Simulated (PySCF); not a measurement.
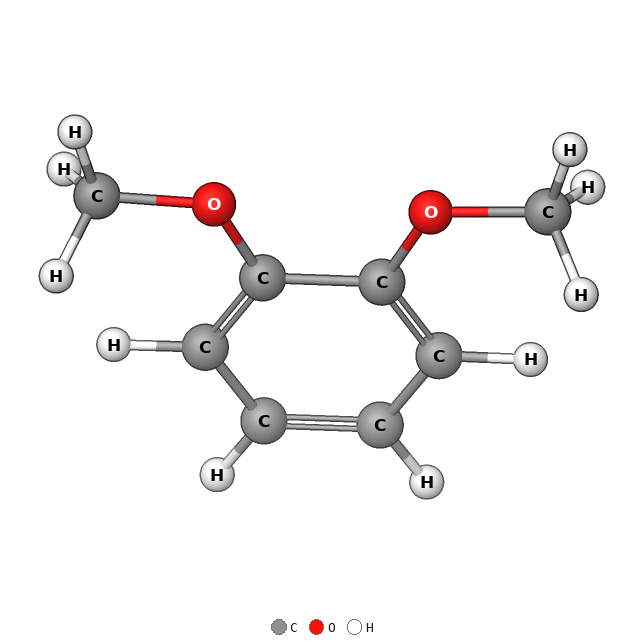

Rendered structure (ball-and-stick style). Multiple sticks mark multiple bonds (one Kekulé form).

> Give the formula.

C₈H₁₀O₂, 20 atoms: 8 carbon, 10 hydrogen and 2 oxygen.

> Does it have rings?

Independent rings (smallest set): 1 of 6 members, 1 of them aromatic.

More results for the same structure follow; atom numbers are the same in all pictures, views and colours differ. The geometry was computed by an optimisation with PBE0-D3(BJ)/def2-SVP. No frequency run is at hand to confirm it as a minimum.

### Geometry

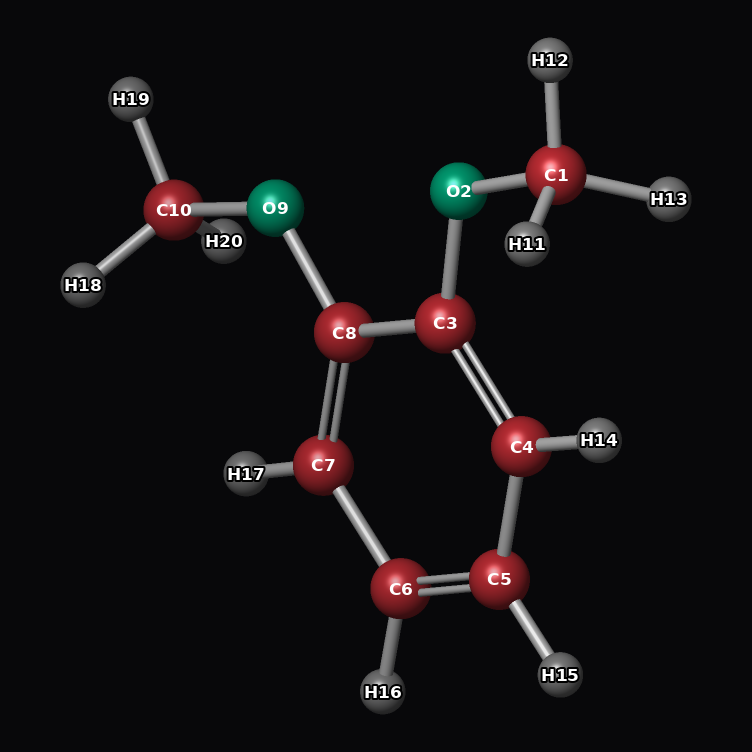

Numbered structure. No frequency run is at hand to confirm it as a minimum.

What are the angles C4–C5–C6, C6–C5–H15, C4–C5–H15, C3–C4–C5, C5–C4–H14, C3–C4–H14, C4–C3–C8, O2–C3–C8, O2–C3–C4, C1–O2–C3, O2–C1–H12, O2–C1–H11?

```tsv
angle	degrees
C4–C5–C6	120.0
C6–C5–H15	120.6
C4–C5–H15	119.4
C3–C4–C5	120.6
C5–C4–H14	119.5
C3–C4–H14	119.9
C4–C3–C8	119.4
O2–C3–C8	115.6
O2–C3–C4	124.9
C1–O2–C3	118.5
O2–C1–H12	106.7
O2–C1–H11	111.9
```

### Levels of theory compared

No frequency run is at hand to confirm it as a minimum. Program: PySCF 2.14.0.

Tabulate HOMO–LUMO gap (eV), dipole (D) at these levels: PBE0/pcSseg-1 in chloroform (IEF-PCM); PBE0/pcSseg-1 in water (IEF-PCM); WP04/pcSseg-1 in chloroform (IEF-PCM); ωB97X-D/pcSseg-1 in chloroform (IEF-PCM).

```csv
level,HOMO–LUMO gap (eV),dipole (D)
PBE0/pcSseg-1 in chloroform (IEF-PCM),6.10,0.17
PBE0/pcSseg-1 in water (IEF-PCM),6.11,0.32
WP04/pcSseg-1 in chloroform (IEF-PCM),5.18,0.43
ωB97X-D/pcSseg-1 in chloroform (IEF-PCM),9.55,0.29
```

### Charges

The questions are on IAO charges. No frequency run is at hand to confirm it as a minimum. Properties computed with PBE0/pcSseg-1 in chloroform (IEF-PCM) (PySCF 2.14.0).

Give the IAO charges atom by atom.

| atom | value (e) |
| --- | --- |
| C1 | −0.20 |
| O2 | −0.32 |
| C3 | 0.17 |
| C4 | −0.23 |
| C5 | −0.17 |
| C6 | −0.17 |
| C7 | −0.23 |
| C8 | 0.17 |
| O9 | −0.32 |
| C10 | −0.20 |
| H11 | 0.14 |
| H12 | 0.17 |
| H13 | 0.14 |
| H14 | 0.16 |
| H15 | 0.16 |
| H16 | 0.16 |
| H17 | 0.16 |
| H18 | 0.14 |
| H19 | 0.17 |
| H20 | 0.14 |

### Ring current

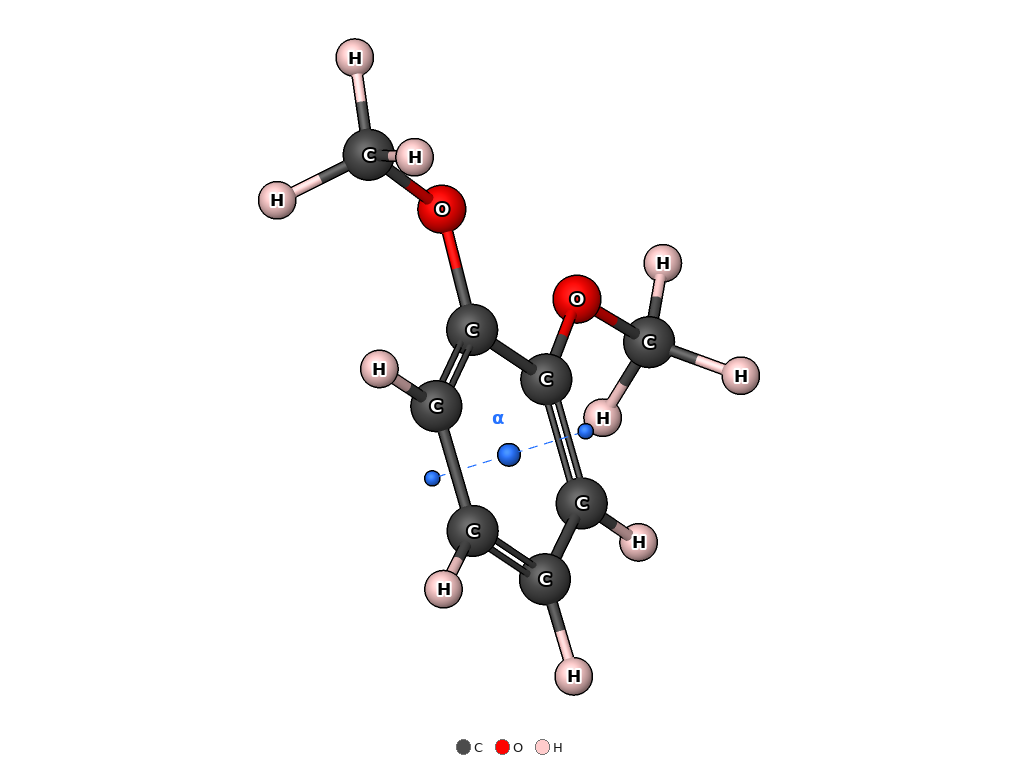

The small points mark where nucleus-independent chemical shifts (NICS) were computed: at the centre of each lettered ring and 1 Å above and below it. No frequency run is at hand to confirm it as a minimum. Properties computed with GIAO ωB97X-D/pcSseg-1 NMR shielding, non-relativistic, IEF-PCM chloroform (PySCF 2.14.0).

Give NICS(0), NICS(1) and the out-of-plane component NICS(1)zz for each ring (means of the two sides).

```json
{"ring": "α", "members": "C6", "NICS(0)": "−10.3", "NICS(1)": "−11.3", "NICS(1)zz": "−26.4"}
```

Values in ppm.

> What do the values say about the ring currents?

Ring α: diatropic, as in an aromatic ring. NICS is one index among several.
